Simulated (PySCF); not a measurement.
# C$_{2}$H$_{6}$Al, doublet, SMILES `C[Al]C`: electronic structure

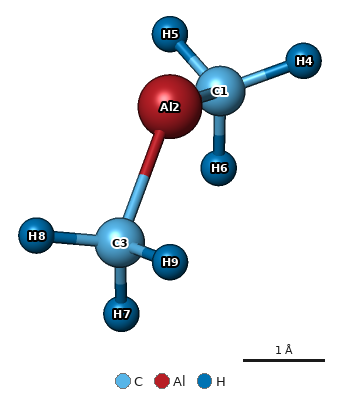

The molecule, with its atoms numbered as below. No frequency check shows the geometry to be a minimum.

Cartesian coordinates (Å):

```
C1       1.8160   -0.3382   -0.0003
Al2      0.0001    0.5516   -0.0000
C3      -1.8161   -0.3381    0.0003
H4       2.4123   -0.0617    0.8779
H5       2.4120   -0.0619   -0.8788
H6       1.7478   -1.4329    0.0031
H7      -1.7479   -1.4329   -0.0030
H8      -2.4124   -0.0618   -0.8779
H9      -2.4120   -0.0617    0.8787
```

Part 1: Bonding charge

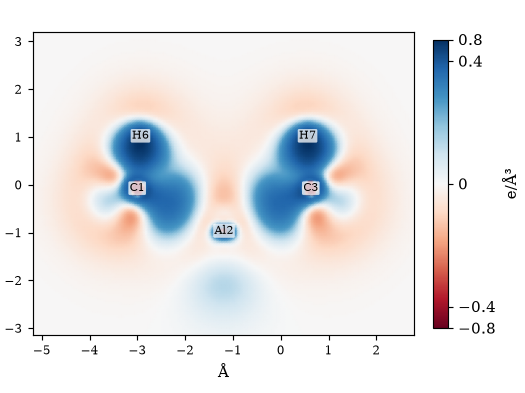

Deformation density (molecule less spherical, spin-averaged free atoms) in the plane of C1, Al2, C3, H6 and H7; colour scale in e/Å³, logarithmic beyond ±0.1; blue: gain, red: loss.

Method: TPSSh/aug-cc-pVDZ; geometry: GFN2-xTB; program: PySCF. The stability of the open-shell solution wasn't checked. GFN2-xTB doesn't know the spin state, so this open-shell geometry is rough.

**Describe the bonding that the map shows.**

C3–H7 and C1–H6: +0.59 e/Å³ at the bond critical point (bond length 1.10 Å). C1–Al2 and Al2–C3: +0.10 e/Å³ at the bond critical point (bond length 2.02 Å). In all, 1.9 electrons gather in the regions of gain relative to the promolecule. A small or negative value marks a very polar bond, one between electron-rich atoms, whose free-atom densities already overlap strongly, a long bond to a heavier atom, or a closed-shell contact such as a hydrogen bond.

**Where do the Hirshfeld charges lie?**

The highest Hirshfeld charge is on Al2 (+0.38 e), the lowest on C1 and C3 (−0.26 e).

```json
{"atom": "C1", "charge (e)": "−0.26"}
{"atom": "Al2", "charge (e)": "+0.38"}
{"atom": "C3", "charge (e)": "−0.26"}
{"atom": "H4", "charge (e)": "+0.03"}
{"atom": "H5", "charge (e)": "+0.03"}
{"atom": "H6", "charge (e)": "+0.02"}
{"atom": "H7", "charge (e)": "+0.02"}
{"atom": "H8", "charge (e)": "+0.03"}
{"atom": "H9", "charge (e)": "+0.03"}
```

Part 2: Bond critical points

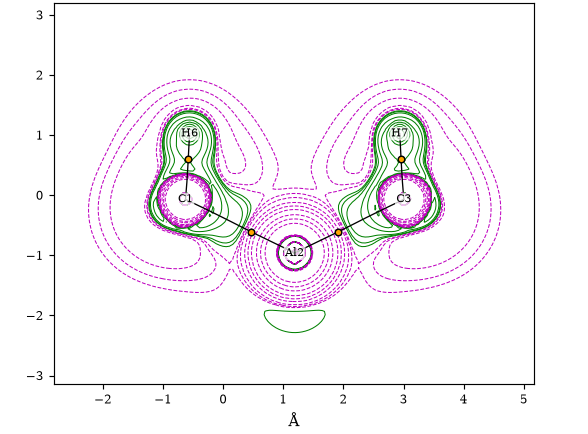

Negative Laplacian of the density (−∇²ρ) in the plane of C1, Al2, C3, H6 and H7 (solid green lines positive, dashed magenta lines negative, contours at ±0.02 to ±8 a.u.), with bond paths and bond critical points (dots).

**Sort the bonds in the plane by the sign of ∇²ρ at their critical points.**

Concentrated (∇²ρ < 0): C3–H7 and C1–H6 (−0.87 a.u.). Depleted (∇²ρ > 0): C1–Al2 and Al2–C3 (+0.28 a.u., H = −0.013).

**Where along C3–H7 does the critical point lie?**

0.68 Å from C3 and 0.42 Å from H7.

Part 3: Local ionisation energy

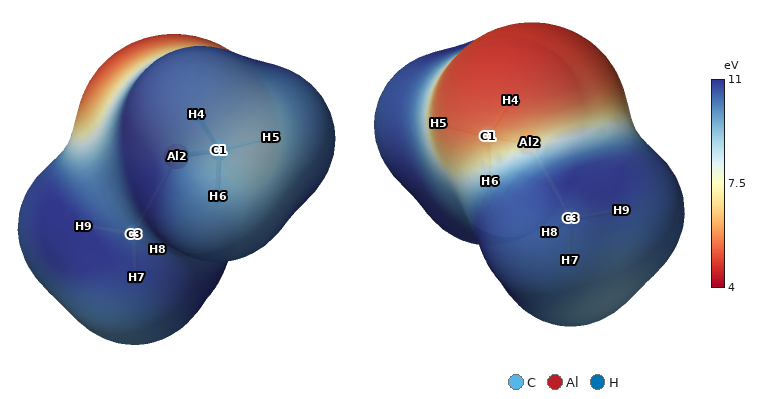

Average local ionisation energy on the surface of electron density 0.001 a.u. (back view left, front view right).

**Locate the minima of the map.**

The lowest value is 4.8 eV, 2.6 Å from Al2. Further minima include 9.1 eV, near H6 (1.81 Å), H5 (1.96 Å) and H4 (2.03 Å), over C1 (2.1 Å), and at like points elsewhere. For comparison, the highest occupied orbital lies at −4.4 eV.

**What volume does the surface enclose, and what is the dipole moment?**

About 107 Å³; the dipole moment is 0.6 D.

Part 4: Spin density

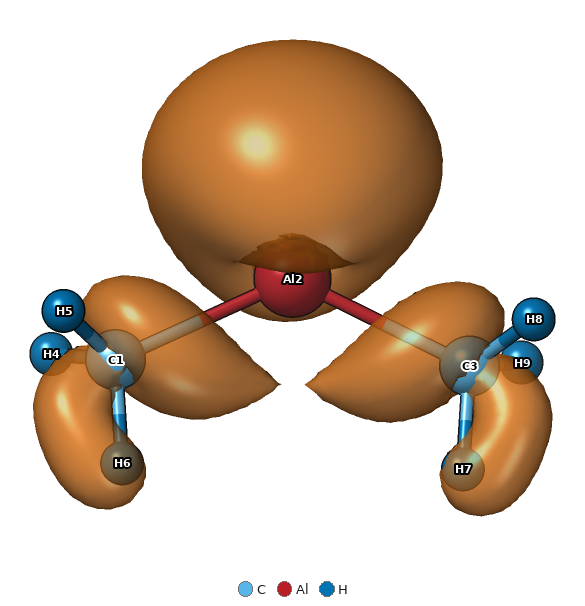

Spin density ρα − ρβ at ±0.01 e/Å³ (orange: excess α, blue: excess β).

**Where is the unpaired spin?**

Hirshfeld spin populations: Al2 +0.76 and C1 and C3 +0.09. ⟨S²⟩ = 0.75, as for a pure state.

Part 5: In an electric field

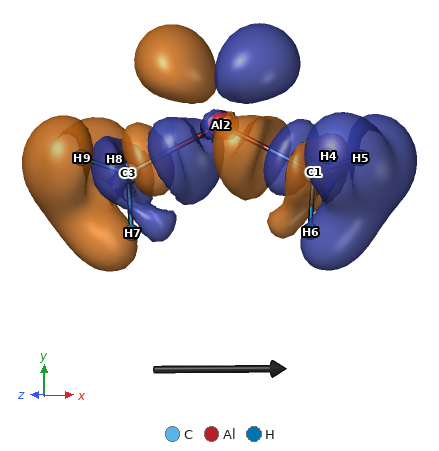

Change of the electron density in a uniform field of 0.51 V/Å along +x (arrow), surfaces at ±0.003 e/Å³ (orange: gain, blue: loss).

Method: B3LYP/def2-SVPD; geometry: GFN2-xTB; program: PySCF. The stability of the open-shell solution wasn't checked. GFN2-xTB doesn't know the spin state, so this open-shell geometry is rough.

**How large is the response?**

The induced dipole is 2.13 D (along the field); α along this axis, from the fields in both directions, is 84 bohr³ (12.4 Å³).

**Which atoms gain and lose the most charge?**

Electrons gather most on H8 and H9 alike (Hirshfeld charge changes by −0.021 e) and leave H4 and H5 alike most (+0.020 e); 0.154 electrons are displaced in all.

Part 6: Removing or adding an electron

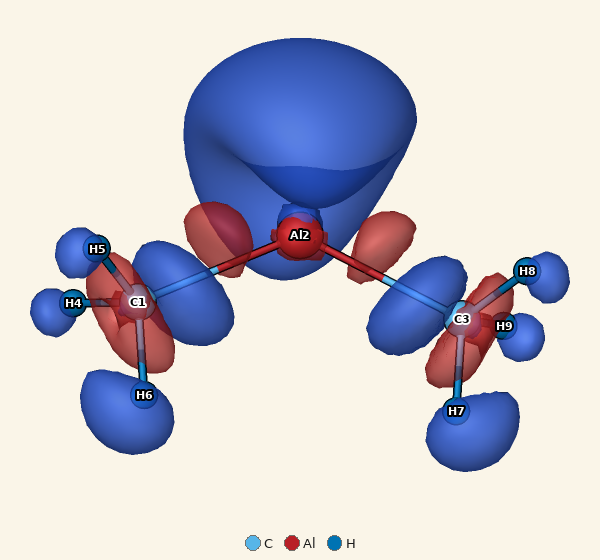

Fukui function f⁺ = ρ(N+1) − ρ(N) at fixed geometry, surfaces at ±0.02 e/Å³ (blue positive, red negative).

Method: B3LYP/def2-SVP; geometry: GFN2-xTB; program: PySCF. GFN2-xTB doesn't know the spin state, so this open-shell geometry is rough.

**Which atoms respond most to the addition of an electron?**

f⁺ (Hirshfeld-condensed) is largest on Al2 (0.61); the vertical electron affinity is −0.09 eV (to the singlet anion, which needn't be its lowest state; negative, but this basis has no diffuse functions, so it doesn't show that the anion is unbound). Condensed values hint at sites of nucleophilic attack but needn't mark the atom that reacts. Orbital relaxation makes it negative in places (0.12 e in all).

The PySCF runs shown took 32 s, 36 s and 20 s on 1 thread of Intel(R) Xeon(R) Platinum 8259CL CPU @ 2.50GHz (Skylake/Cascade Lake) (shared host).
